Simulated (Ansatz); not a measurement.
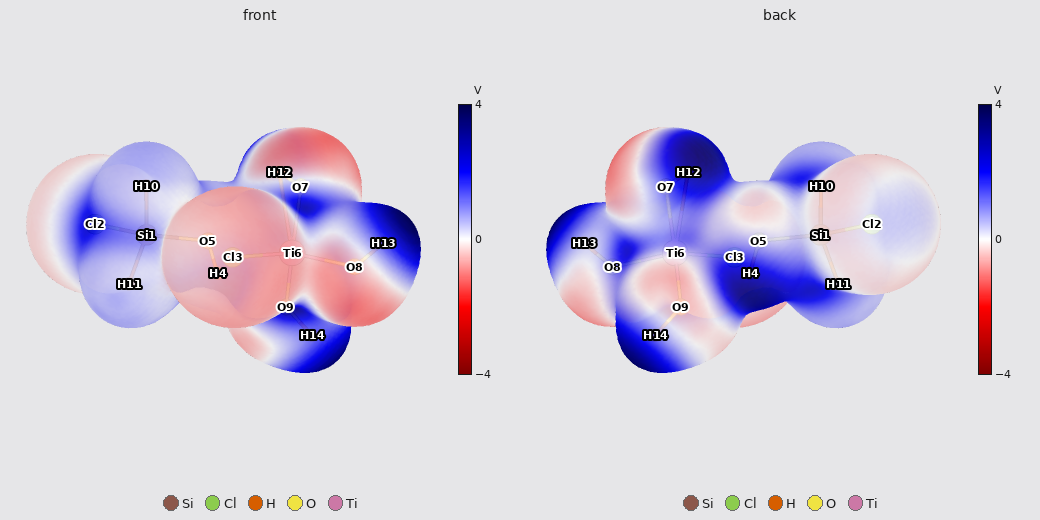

ClH3OSi···ClH3O3Ti. The molecular electrostatic potential painted on the density surface at 0.004 e/bohr³, seen from the front and from behind; the colour scale runs from red (negative) to blue (positive).

The reactant side of a reaction path; geometry: PBE0-D4/def2-TZVP.

The calculation used Ansatz, RKS PBE0-D4/def2-TZVPP.

| atom | x (Å) | y (Å) | z (Å) |
| --- | --- | --- | --- |
| Si | -1.8380 | -1.5502 | 0.1580 |
| Cl | -2.7543 | -2.8824 | -1.1102 |
| Cl | -0.2068 | 0.5492 | 2.1766 |
| H | 0.1791 | -1.3280 | -0.8774 |
| O | -0.6087 | -0.8083 | -0.6656 |
| Ti | 0.9119 | 0.9939 | 0.2767 |
| O | -0.0507 | 1.9158 | -0.9155 |
| O | 2.1617 | 2.1585 | 0.7682 |
| O | 1.8999 | -0.4040 | -0.3588 |
| H | -2.8052 | -0.4950 | 0.4962 |
| H | -1.3416 | -2.3359 | 1.3025 |
| H | -0.6147 | 1.4932 | -1.5687 |
| H | 2.2091 | 3.1049 | 0.6183 |
| H | 2.8583 | -0.4118 | -0.3002 |

**Where is the surface potential most negative and most positive?**

The most negative region (about −1.1 V) lies over O7 and O8, the most positive (about +3.7 V) over H13 and H14. Cl2 shows a σ-hole: about +0.4 V at the tip opposite its bond, against about −0.2 V on its flanks.
